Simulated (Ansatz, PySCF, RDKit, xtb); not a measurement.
# SnSiNH4Cl: from the formula to a structure, part 2 of 2

Only the formula SnSiNH4Cl is given. Aim: find the structure of lowest free energy at 298.15 K, then its properties.

xtb, Ansatz and PySCF; isolated molecules. The steps go on from the part before.

## (10) Last filter: a higher level

Each finalist gets a single point at CCSD(T)/def2-SVP + MP2/def2-TZVPP - MP2/def2-SVP.

c095b, CCSD(T)/def2-SVP:

The input, input.yaml:

```yaml
crystal:
  periodic: [false, false, false]
  atoms:
    - {symbol: Cl, position_ang: [1.202852, 0.211910, 2.636952]}
    - {symbol: N, position_ang: [-0.776175, 0.018107, 0.076492]}
    - {symbol: Si, position_ang: [-1.760875, -0.024448, -1.360435]}
    - {symbol: Sn, position_ang: [1.062296, 0.902787, 0.329368]}
    - {symbol: H, position_ang: [-2.012888, -1.415621, -1.851277]}
    - {symbol: H, position_ang: [-3.092032, 0.633073, -1.172115]}
    - {symbol: H, position_ang: [-1.129618, -0.446450, 0.916477]}
    - {symbol: H, position_ang: [-1.000331, 0.723816, -2.409068]}
basis:
  gaussian: {orbitals: def2-SVP}
total_charge: 0
correlation: {method: ccsd_t, frozen_orbitals: {Cl: 5, "N": 1, Si: 5, H: 0, Sn: 4}}
```

Launch:

```
$ ansatz run input.yaml --threads 1 --pin off --max-ram 2610MiB --events-out events.jsonl --progress --plain --runs-dir runs
```

What it wrote, shortened:

```text
Warning: RAYON_NUM_THREADS=1 ignored (pool sized by the plan → 1); use --threads N
Functional definition: HF
  name "HF"
[...]
1015 factors; integrals over basis functions are off by at most 1.1e-3 eV
[...]
mean field -27711.30411897 eV, -1018.3716429756 hartree, gradient 4.9e-6 eV, S^2 0.000000; 0 other end points of the search recorded, 0 dependent functions left out
15 core orbitals not correlated: weight in the atoms' cores, before any rotation towards them, 1.000 or more for the frozen orbitals, at most 0.000 for the correlated occupied ones
reference -27711.30411897 eV, -1018.3716429756 hartree; 17, 17 occupied and 64, 64 virtual orbitals, 1015 factors
second order -13.41417127 eV of doubles, -0.00000000 eV of singles
cycle   1  -14.16489320 eV  change   -7.5e-1 eV  update   1.1e-1
[...]
cycle  10  -14.71304352 eV  change    2.9e-5 eV  update   2.5e-5
perturbative correction -0.43260503 eV, -0.0158979417 hartree
Total energy: -27726.44976752 eV, -1018.9282352938 hartree
```

Wall time 17 s (1 thread of Arm Neoverse V1, shared host).

## (11) c095b at MP2/def2-TZVPP

The input, input.yaml:

```yaml
crystal:
  periodic: [false, false, false]
  atoms:
    - {symbol: Cl, position_ang: [1.202852, 0.211910, 2.636952]}
    - {symbol: "N", position_ang: [-0.776175, 0.018107, 0.076492]}
    - {symbol: Si, position_ang: [-1.760875, -0.024448, -1.360435]}
    - {symbol: Sn, position_ang: [1.062296, 0.902787, 0.329368]}
    - {symbol: H, position_ang: [-2.012888, -1.415621, -1.851277]}
    - {symbol: H, position_ang: [-3.092032, 0.633073, -1.172115]}
    - {symbol: H, position_ang: [-1.129618, -0.446450, 0.916477]}
    - {symbol: H, position_ang: [-1.000331, 0.723816, -2.409068]}
basis:
  gaussian: {orbitals: def2-TZVPP}
correlation: {method: mp2, frozen_orbitals: {Cl: 5, "N": 1, Si: 5, H: 0, Sn: 4}}
```

Launch:

```
$ ansatz run input.yaml --threads 1 --pin off --max-ram 2610MiB --events-out events.jsonl --progress --plain --runs-dir runs
```

What it wrote, shortened:

```text
Warning: RAYON_NUM_THREADS=1 ignored (pool sized by the plan → 1); use --threads N
[... 2 set-up lines as earlier in the session ...]
[...]
1464 factors; integrals over basis functions are off by at most 7.8e-4 eV
[...]
mean field -27720.59049069 eV, -1018.7129108417 hartree, gradient 1.7e-6 eV, S^2 0.000000; 0 other end points of the search recorded, 0 dependent functions left out
15 core orbitals not correlated: weight in the atoms' cores, before any rotation towards them, 1.000 or more for the frozen orbitals, at most 0.000 for the correlated occupied ones
reference -27720.59049069 eV, -1018.7129108417 hartree; 17, 17 occupied and 189, 189 virtual orbitals, 1464 factors
second order -22.72391900 eV of doubles, -0.00000000 eV of singles
Total energy: -27743.31440968 eV, -1019.5479994620 hartree
```

Run time: 14 s. Hardware: 1 thread of Arm Neoverse V1, shared host.

## (12) c728 at CCSD(T)/def2-SVP

The input, input.yaml:

```yaml
basis:
  gaussian:
    orbitals: def2-SVP
crystal:
  periodic: [false, false, false]
  atoms:
    - symbol: Cl
      position_ang: [0.780802, 1.430016, -2.748016]
    - symbol: "N"
      position_ang: [0.798488, 0.199675, 0.216855]
    - symbol: Si
      position_ang: [-0.552530, -0.866828, -0.456113]
    - symbol: Sn
      position_ang: [-0.755785, 1.704253, -0.857627]
    - symbol: H
      position_ang: [1.653138, 0.260140, -0.340427]
    - symbol: H
      position_ang: [1.027468, 0.180042, 1.210436]
    - symbol: H
      position_ang: [0.061306, -1.904594, -1.340370]
    - symbol: H
      position_ang: [-1.107378, -1.537215, 0.765271]
correlation:
  method: ccsd_t
  frozen_orbitals: {Cl: 5, "N": 1, Si: 5, H: 0, Sn: 4}
magnetization:
  spin_polarized: false
  initial_magnetization: 0
```

Launch:

```
$ ansatz run input.yaml --threads 1 --pin off --max-ram 2610MiB --events-out events.jsonl --progress --plain --runs-dir runs
```

What it wrote, shortened:

```text
Warning: RAYON_NUM_THREADS=1 ignored (pool sized by the plan → 1); use --threads N
[... 2 set-up lines as earlier in the session ...]
[...]
1019 factors; integrals over basis functions are off by at most 1.3e-3 eV
[...]
mean field -27710.59761013 eV, -1018.3456792545 hartree, gradient 4.4e-6 eV, S^2 0.000000; 0 other end points of the search recorded, 0 dependent functions left out
15 core orbitals not correlated: weight in the atoms' cores, before any rotation towards them, 1.000 or more for the frozen orbitals, at most 0.000 for the correlated occupied ones
reference -27710.59761013 eV, -1018.3456792545 hartree; 17, 17 occupied and 64, 64 virtual orbitals, 1019 factors
second order -13.55208035 eV of doubles, -0.00000000 eV of singles
cycle   1  -14.37775082 eV  change   -8.3e-1 eV  update   1.0e-1
[...]
cycle  10  -14.88874444 eV  change    2.5e-5 eV  update   2.3e-5
perturbative correction -0.45071034 eV, -0.0165632995 hartree
Total energy: -27725.93706491 eV, -1018.9093938203 hartree
```

Run time: 17 s. Hardware: 1 thread of Arm Neoverse V1, shared host.

## (13) The ranking

Energies in kcal/mol from c095b; G adds the thermal terms to the CCSD(T)/def2-SVP + MP2/def2-TZVPP - MP2/def2-SVP energy. The columns left of the relaxed level are at the tight-binding geometries.

```
label                   SMILES     spin  GFN2-xTB  HF/STO-3G  r2SCAN-D4/def2-SVP  r2SCAN-D4/def2-SVP, relaxed  HF/def2-SVP  MP2/def2-SVP  CCSD(T)/def2-SVP + MP2/def2-TZVPP - MP2/def2-SVP     G  share at equilibrium     T1
c095b       [SiH3][NH][Sn][Cl]  singlet       0.0        0.0                 0.0                          0.0          0.0           0.0                                               0.0   0.0               100.0 %  0.015
c514b        Cl[SiH2][NH][SnH]  singlet      15.7       30.7                15.3                         12.2         11.2          10.5                                              10.2   9.2               < 0.1 %  0.014
 c728  [Cl][Sn]1[NH2][SiH2]1 ‡  singlet      19.1       14.7                 9.7                          7.5         16.3          13.1                                              13.5  15.5               < 0.1 %  0.013
```

‡ marks the bonded skeleton alone, with all bonds drawn single: no Lewis structure was assigned that passes a check against the bond lengths.

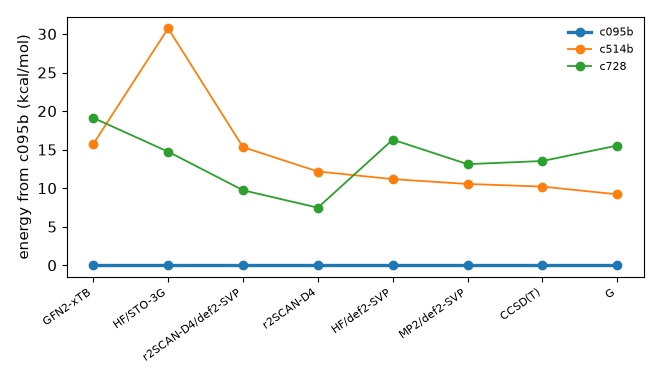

The finalists at each level, measured from c095b.

Lowest found: c095b, `[SiH3][NH][Sn][Cl]`, a singlet of point group Cs. Bond lengths: N2–Si3 1.742 Å, Cl1–Sn4 2.413 Å, N2–Sn4 2.056 Å, Si3–H5 1.497 Å, Si3–H6 1.497 Å, N2–H7 1.023 Å, Si3–H8 1.496 Å. Angles: Si3–N2–Sn4 128.1°, Cl1–Sn4–N2 92.7°, N2–Si3–H5 112.9°, N2–Si3–H6 112.8°, N2–Si3–H8 106.2°, Si3–N2–H7 118.1°, Sn4–N2–H7 113.8°, H5–Si3–H6 107.5°, H5–Si3–H8 108.7°, H6–Si3–H8 108.7°.

```xyz
8

Cl    1.2029    0.2119    2.6370
N    -0.7762    0.0181    0.0765
Si   -1.7609   -0.0244   -1.3604
Sn    1.0623    0.9028    0.3294
H    -2.0129   -1.4156   -1.8513
H    -3.0920    0.6331   -1.1721
H    -1.1296   -0.4465    0.9165
H    -1.0003    0.7238   -2.4091
```

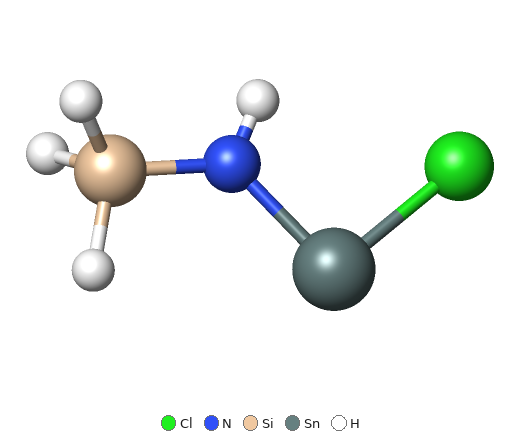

The lowest structure found, seen from a chosen angle (chlorine green, nitrogen blue, silicon light orange, tin teal, hydrogen white).

## (14) Density, orbitals and dipole (PBE0/def2-TZVPD)

The input, input.yaml:

```yaml
crystal:
  periodic: [false, false, false]
  atoms:
    - {symbol: Cl, position_ang: [1.202852, 0.211910, 2.636952]}
    - {symbol: "N", position_ang: [-0.776175, 0.018107, 0.076492]}
    - {symbol: Si, position_ang: [-1.760875, -0.024448, -1.360435]}
    - {symbol: Sn, position_ang: [1.062296, 0.902787, 0.329368]}
    - {symbol: H, position_ang: [-2.012888, -1.415621, -1.851277]}
    - {symbol: H, position_ang: [-3.092032, 0.633073, -1.172115]}
    - {symbol: H, position_ang: [-1.129618, -0.446450, 0.916477]}
    - {symbol: H, position_ang: [-1.000331, 0.723816, -2.409068]}
basis:
  gaussian:
    orbitals: def2-TZVPD
hamiltonian:
  xc: pbe0
output: {forces: true, orbitals: {seedname: orbitals}}
```

Launch:

```
$ ansatz run input.yaml --threads 1 --pin off --max-ram 2610MiB --events-out events.jsonl --progress --plain --runs-dir runs
```

What it wrote, shortened:

```text
Warning: RAYON_NUM_THREADS=1 ignored (pool sized by the plan → 1); use --threads N
Functional definition: PBE0
  name "PBE0"
[...]
1475 factors; their error is unknown
[...]
mean field -27781.78719088 eV, -1020.9618480932 hartree, gradient 4.1e-5 eV, S^2 0.000000; 0 other end points of the search recorded, 0 dependent functions left out
[...]
reference -27781.78723748 eV, -1020.9618498056 hartree; 32, 32 occupied and 186, 186 virtual orbitals, 1475 factors
[...]
Atom 3 at     1.062296     0.902787     0.329368 Å, force    -0.451045    -0.310707     0.220374 eV/Å
Atom 4 at    -2.012888    -1.415621    -1.851277 Å, force     0.035340     0.122844     0.056899 eV/Å
Atom 5 at    -3.092032     0.633073    -1.172115 Å, force     0.128521    -0.054708    -0.002247 eV/Å
Atom 6 at    -1.129618    -0.446450     0.916477 Å, force     0.136558     0.181623    -0.331121 eV/Å
Atom 7 at    -1.000331     0.723816    -2.409068 Å, force    -0.043118    -0.053827     0.093533 eV/Å
Dipole moment:     0.022434     0.155021    -0.432096 e Å
```

It took 23 s on 1 thread of Arm Neoverse V1, shared host; peak memory 0.61 GiB.

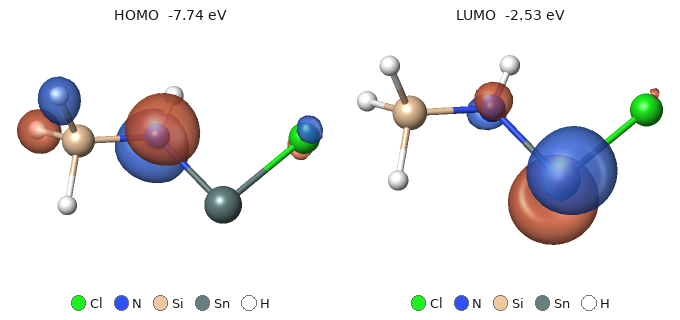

Frontier orbitals of this run, surfaces at ±0.2 Å^-3/2.

## (15) Frequencies after a tight-binding relaxation (GFN2-xTB)

The input, start.xyz:

```xyz
8
c095b
Cl     1.202852     0.211910     2.636952
N     -0.776175     0.018107     0.076492
Si    -1.760875    -0.024448    -1.360435
Sn     1.062296     0.902787     0.329368
H     -2.012888    -1.415621    -1.851277
H     -3.092032     0.633073    -1.172115
H     -1.129618    -0.446450     0.916477
H     -1.000331     0.723816    -2.409068
```

Launch:

```
$ xtb start.xyz --gfn 2 --ohess tight
```

What it wrote, shortened:

```text
[...]
         ::                     SUMMARY                     ::
         :::::::::::::::::::::::::::::::::::::::::::::::::::::
         :: total energy             -13.457914887558 Eh    ::
         :: gradient norm              0.000126995400 Eh/a0 ::
         :: HOMO-LUMO gap              3.236711064613 eV    ::
         ::.................................................::
         :: SCC energy               -13.520232293822 Eh    ::
         :: -> isotropic ES            0.021613935036 Eh    ::
         :: -> anisotropic ES          0.008107146793 Eh    ::
         :: -> anisotropic XC          0.000982059125 Eh    ::
         :: -> dispersion             -0.006386322170 Eh    ::
         :: repulsion energy           0.062317406265 Eh    ::
         :: add. restraining           0.000000000000 Eh    ::
         :: total charge              -0.000000000000 e     ::
         :::::::::::::::::::::::::::::::::::::::::::::::::::::
[...]
          | TOTAL ENERGY              -13.457914887587 Eh   |
          | TOTAL ENTHALPY            -13.410686524723 Eh   |
          | TOTAL FREE ENERGY         -13.453281034415 Eh   |
          | GRADIENT NORM               0.000126895952 Eh/α |
[...]
```

Run time: 0.28 s. Hardware: 1 thread of Arm Neoverse V1, shared host.

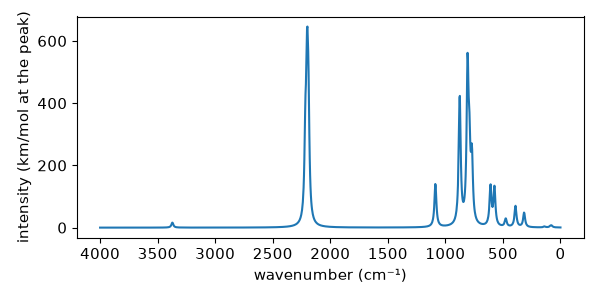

Harmonic infrared spectrum, unscaled, lines broadened by 10 cm⁻¹.

## (16) Electronic excitations (TD-B3LYP/def2-SVPD)

An in-house driver calls PySCF's response routines at TD-B3LYP/def2-SVPD; it has no typed input.

What it wrote:

```text
coarse grid: 35768 points
cycle   1  E = -1015.8006276128  dE = -1.780e+01  |g| = 3.542e+00  |ddm| = 1.256e+01
cycle   2  E = -905.8256770491  dE =  1.100e+02  |g| = 1.156e+01  |ddm| = 9.312e+01
cycle   3  E = -1020.6685180587  dE = -1.148e+02  |g| = 9.638e-01  |ddm| = 9.407e+01
cycle   4  E = -1020.3045116442  dE =  3.640e-01  |g| = 1.474e+00  |ddm| = 2.941e+00
cycle   5  E = -1021.0674258896  dE = -7.629e-01  |g| = 2.405e-01  |ddm| = 1.871e+00
cycle   6  E = -1021.0786091985  dE = -1.118e-02  |g| = 1.759e-01  |ddm| = 5.582e-01
cycle   7  E = -1021.0849421509  dE = -6.333e-03  |g| = 9.632e-02  |ddm| = 2.666e-01
cycle   8  E = -1021.0870891878  dE = -2.147e-03  |g| = 8.631e-03  |ddm| = 1.035e-01
cycle   9  E = -1021.0871132193  dE = -2.403e-05  |g| = 1.690e-03  |ddm| = 1.381e-02
cycle  10  E = -1021.0871142163  dE = -9.970e-07  |g| = 3.120e-04  |ddm| = 3.441e-03
final grid: 70200 points
cycle  11  E = -1021.0871558651  dE = -5.553e-08  |g| = 2.678e-04  |ddm| = 3.868e-03
cycle  12  E = -1021.0871558631  dE =  2.040e-09  |g| = 2.863e-04  |ddm| = 9.750e-04
cycle  13  E = -1021.0871558889  dE = -2.579e-08  |g| = 7.318e-05  |ddm| = 5.040e-04
cycle  14  E = -1021.0871558903  dE = -1.432e-09  |g| = 1.871e-05  |ddm| = 9.129e-05
cycle  15  E = -1021.0871558904  dE = -8.731e-11  |g| = 3.969e-06  |ddm| = 2.293e-05
converged SCF energy = -1021.0871558904

Static polarisability (au): isotropic 95.230, principal 71.980 90.384 123.327

Singlet excitations
state   eV       nm        f      main configurations
  1   4.1184    301.0   0.02701   H-1->L 0.95
  2   4.2582    291.2   0.08458   H->L 0.96
  3   4.8099    257.8   0.01729   H-2->L 0.95
  4   5.1704    239.8   0.01193   H-3->L 0.92
  5   5.4113    229.1   0.00219   H->L+1 0.98
  6   5.5608    223.0   0.00013   H-4->L 0.94
  7   5.9241    209.3   0.14312   H-1->L+1 0.77, H-2->L+1 0.14
  8   6.1513    201.6   0.00620   H->L+2 0.95

Triplet excitations (Tamm-Dancoff, eV): 3.2087 3.3308 4.5666
```

It took 20 s on 1 thread of Arm Neoverse V1, shared host.

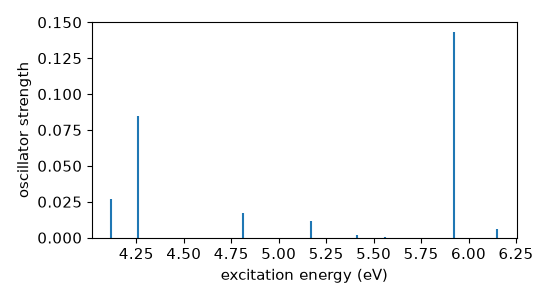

Vertical excitations as sticks.

The roots found:

```
excited state  energy (eV)  strength
            1        4.118    0.0270
            2        4.258    0.0846
            3        4.810    0.0173
            4        5.170    0.0119
            5        5.411    0.0022
            6        5.561    0.0001
            7        5.924    0.1431
            8        6.151    0.0062
```

## (17) The cation at the same geometry (PBE0/def2-TZVPD)

Edit input.yaml of step 14 so:

```diff
@@ -1 +1,4 @@
+basis:
+  gaussian:
+    orbitals: def2-TZVPD
 crystal:
@@ -11,7 +14,7 @@
     - {symbol: H, position_ang: [-1.000331, 0.723816, -2.409068]}
-basis:
-  gaussian:
-    orbitals: def2-TZVPD
+total_charge: 1
 hamiltonian:
   xc: pbe0
-output: {forces: true, orbitals: {seedname: orbitals}}
+magnetization:
+  spin_polarized: true
+  initial_magnetization: 1
```

Launch:

```
$ ansatz run input.yaml --threads 1 --pin off --max-ram 2610MiB --events-out events.jsonl --progress --plain --runs-dir runs
```

What it wrote, shortened:

```text
Warning: RAYON_NUM_THREADS=1 ignored (pool sized by the plan → 1); use --threads N
[... 2 set-up lines as earlier in the session ...]
[...]
1475 factors; their error is unknown
[...]
mean field -27772.36577512 eV, -1020.6156174500 hartree, gradient 8.5e-6 eV, S^2 0.761799; 5 other end points of the search recorded, 0 dependent functions left out
reference -27772.36582422 eV, -1020.6156192544 hartree; 32, 31 occupied and 186, 187 virtual orbitals, 1475 factors
Total energy: -27772.36582422 eV, -1020.6156192544 hartree
```

Wall time 2 min (1 thread of Arm Neoverse V1, shared host); peak memory 1.1 GiB.

Difference from the parent: 9.42 eV.

## (18) The anion at the same geometry (PBE0/def2-TZVPD)

The input, input.yaml:

```yaml
crystal:
  periodic: [false, false, false]
  atoms:
    - symbol: Cl
      position_ang: [1.202852, 0.211910, 2.636952]
    - symbol: N
      position_ang: [-0.776175, 0.018107, 0.076492]
    - symbol: Si
      position_ang: [-1.760875, -0.024448, -1.360435]
    - symbol: Sn
      position_ang: [1.062296, 0.902787, 0.329368]
    - symbol: H
      position_ang: [-2.012888, -1.415621, -1.851277]
    - symbol: H
      position_ang: [-3.092032, 0.633073, -1.172115]
    - symbol: H
      position_ang: [-1.129618, -0.446450, 0.916477]
    - symbol: H
      position_ang: [-1.000331, 0.723816, -2.409068]
basis:
  gaussian: {orbitals: def2-TZVPD}
total_charge: -1
magnetization: {spin_polarized: true, initial_magnetization: 1}
hamiltonian: {xc: {name: PBE0}}
scf: {lower_state_search: off}
```

Launch:

```
$ ansatz run input.yaml --threads 1 --pin off --max-ram 2610MiB --events-out events.jsonl --progress --plain --runs-dir runs
```

What it wrote, shortened:

```text
Warning: RAYON_NUM_THREADS=1 ignored (pool sized by the plan → 1); use --threads N
[... 2 set-up lines as earlier in the session ...]
[...]
1475 factors; their error is unknown
[...]
mean field -27782.69815155 eV, -1020.9953252804 hartree, gradient 3.8e-6 eV, S^2 0.754906; 0 other end points of the search recorded, 0 dependent functions left out
reference -27782.69819590 eV, -1020.9953269101 hartree; 33, 32 occupied and 185, 186 virtual orbitals, 1475 factors
Total energy: -27782.69819590 eV, -1020.9953269101 hartree
Checks for a lower state left out: stability, starts, cluster_reference, orbital_swaps, neighbouring_geometries, increment
```

Run time: 19 s. Hardware: 1 thread of Arm Neoverse V1, shared host; peak memory 0.66 GiB.

Parent less the species with the added electron: 0.91 eV.

## (19) The triplet at the same geometry (PBE0/def2-TZVPD)

The input, input.yaml:

```yaml
crystal:
  periodic: [false, false, false]
  atoms:
    - {symbol: Cl, position_ang: [1.202852, 0.211910, 2.636952]}
    - {symbol: N, position_ang: [-0.776175, 0.018107, 0.076492]}
    - {symbol: Si, position_ang: [-1.760875, -0.024448, -1.360435]}
    - {symbol: Sn, position_ang: [1.062296, 0.902787, 0.329368]}
    - {symbol: H, position_ang: [-2.012888, -1.415621, -1.851277]}
    - {symbol: H, position_ang: [-3.092032, 0.633073, -1.172115]}
    - {symbol: H, position_ang: [-1.129618, -0.446450, 0.916477]}
    - {symbol: H, position_ang: [-1.000331, 0.723816, -2.409068]}
basis:
  gaussian:
    orbitals: def2-TZVPD
magnetization:
  spin_polarized: true
  initial_magnetization: 2
hamiltonian:
  xc: {name: PBE0}
```

Launch:

```
$ ansatz run input.yaml --threads 1 --pin off --max-ram 2610MiB --events-out events.jsonl --progress --plain --runs-dir runs
```

What it wrote, shortened:

```text
Warning: RAYON_NUM_THREADS=1 ignored (pool sized by the plan → 1); use --threads N
[... 2 set-up lines as earlier in the session ...]
[...]
1475 factors; their error is unknown
[...]
mean field -27778.65192355 eV, -1020.8466291438 hartree, gradient 4.0e-6 eV, S^2 2.005110; 3 other end points of the search recorded, 0 dependent functions left out
reference -27778.65197085 eV, -1020.8466308820 hartree; 33, 31 occupied and 185, 187 virtual orbitals, 1475 factors
Total energy: -27778.65197085 eV, -1020.8466308820 hartree
```

Wall time 68 s (1 thread of Arm Neoverse V1, shared host); peak memory 0.79 GiB.

It lies 3.14 eV above the singlet.

## (20) Summary of results

This closing draws on all 2 parts.

| quantity | value |
| --- | --- |
| lowest structure found | [SiH3][NH][Sn][Cl], singlet, Cs |
| next finalist | Cl[SiH2][NH][SnH], singlet, 9.2 kcal/mol higher in G |
| share at equilibrium, among the finalists | 100.0 % |
| funnel | 96 starts, 70 minima at GFN2-xTB, 20 screening runs, 2 rescued, 6 relaxed, 3 ranked |
| CPU time of all runs | 38 min |
| harmonic wavenumbers, lowest and highest (r2SCAN-D4/def2-SVP) | 84 and 3539 cm⁻¹ |
| rotational constants, same geometry | 0.1522, 0.03693, 0.03002 cm⁻¹ |
| dipole moment (PBE0/def2-TZVPD) | 2.21 D |
| HOMO energy (PBE0/def2-TZVPD) | -7.74 eV |
| LUMO energy (PBE0/def2-TZVPD) | -2.53 eV |
| HOMO–LUMO gap (PBE0/def2-TZVPD) | 5.21 eV |
| lowest excitation (TD-B3LYP/def2-SVPD) | 4.12 eV (f = 0.027) |
| strongest of the states computed, same level | 5.92 eV (f = 0.143) |
| lowest triplet excitation, same level, Tamm-Dancoff | 3.21 eV |
| vertical ionisation energy | 9.42 eV |
| vertical electron affinity | 0.91 eV |
| vertical triplet less singlet | +3.14 eV |

The lowest structure found is `[SiH3][NH][Sn][Cl]`. Among the finalists first place is clear (9.2 kcal/mol); structures outside the list aren't covered. GFN2-xTB, HF/STO-3G, r2SCAN-D4/def2-SVP, r2SCAN-D4/def2-SVP, relaxed, HF/def2-SVP and MP2/def2-SVP already put its bonding pattern lowest among the structures in one piece. The largest share of the time went into the vibrations (27 %). Spin-orbit coupling, which matters for elements this heavy, is left out. 4 minima inside the window were never screened. Lowest found is not proven lowest: the search is finite, and each finalist counts with one conformer. Patterns outside the rules of the enumeration were met only by chance. The lowest isomer need not be the one that is made and kept in a bottle, which depends on barriers.
